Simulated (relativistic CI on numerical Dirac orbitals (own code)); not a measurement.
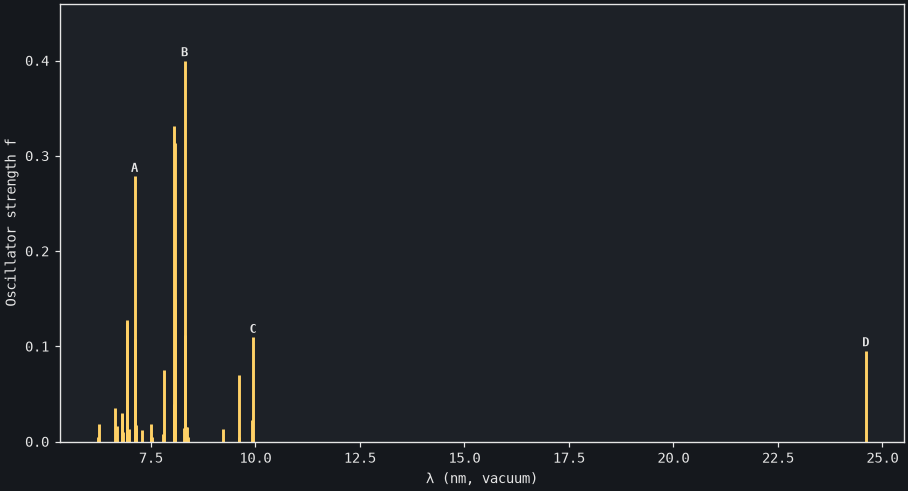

Computed spectrum: absorption lines from the lowest level (oscillator strengths f) of an atom or ion with 9 electrons. Method of calculation: relativistic configuration interaction, KLI exchange-only orbitals, Breit term, model QED, valence Slater integrals scaled by 0.9, configurations shifted onto measured levels (in-house radial CI code).

**Identify the ion and assign the lettered lines.**

Si⁵⁺ (silicon, Z = 14). A: 2s² 2p⁴ 4d ²D₅/₂ ← 2s² 2p⁵ ²P°₃/₂, 7.110 nm, f = 0.28; B: 2s² 2p⁴ 3d ²D₅/₂ ← 2s² 2p⁵ ²P°₃/₂, 8.306 nm, f = 0.40; C: 2s² 2p⁴ 3s ²P₃/₂ ← 2s² 2p⁵ ²P°₃/₂, 9.946 nm, f = 0.11; D: 2s 2p⁶ ²S₁/₂ ← 2s² 2p⁵ ²P°₃/₂, 24.60 nm, f = 0.095.

Caveat: shifts are fitted to measured levels, configurations with none paired borrow a shift and can be misplaced by tens of thousands of cm⁻¹; one shift a configuration: terms inside it, and wavelengths, can be off by thousands of cm⁻¹; only a limited list of configurations is included, so lower levels can be missing; only lines among the lowest 189 of 893 levels are drawn.
